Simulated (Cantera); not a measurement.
Charge: 1 mol SiCl₄, 1.7 mol HCl, 28 mol N₂, equilibrated at 101000 Pa.

These are equilibrium values from Cantera (NASA tables, ideal gas, pure condensed phases), not measurements of a reactor. Candidate condensed phases: NH₄Cl, Si, Si₃N₄; 28 gas species. The tables' values for SiCl₃ are old estimates; treat these amounts as uncertain. Kinetics and transport are ignored.

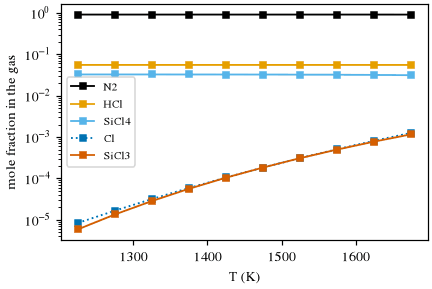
Fig. 1. Equilibrium gas composition (values under 1e-9 drawn at 1e-9)

Task: Read off the mole fractions at 1625 K.

Result: N₂ about 0.91, HCl about 0.055, SiCl₄ about 0.032, Cl about 0.00081, SiCl₃ about 0.00078.
